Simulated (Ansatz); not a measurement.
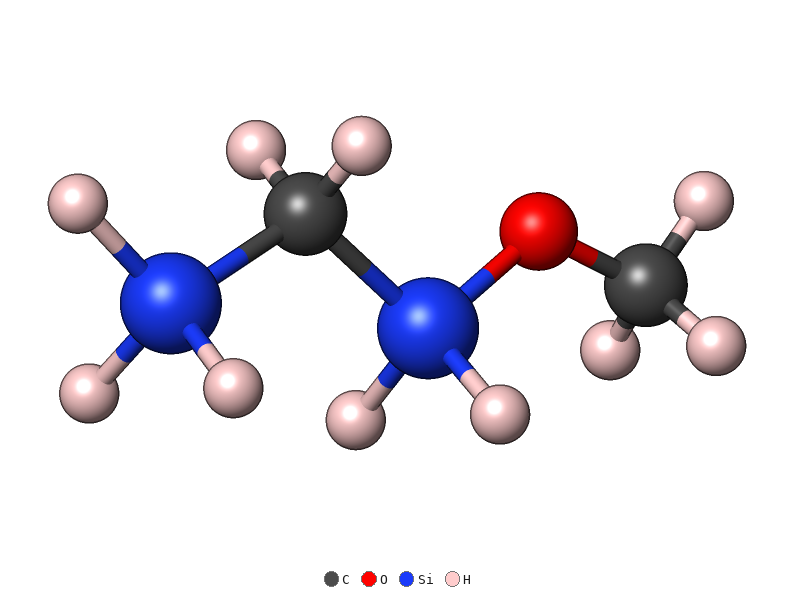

The picture comes from a calculation with Ansatz.

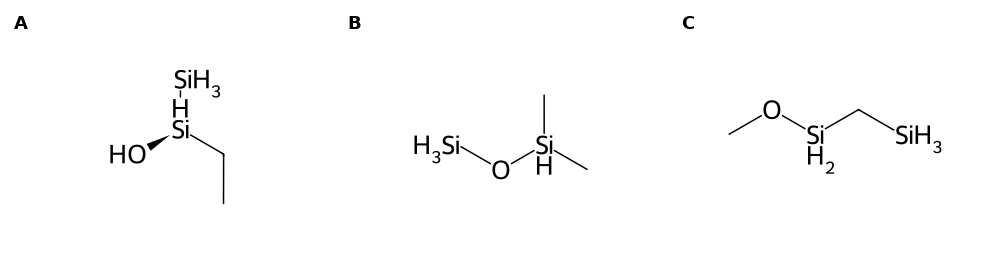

**Which structural formula matches the 3D model?**

C, `CO[SiH2]C[SiH3]`.
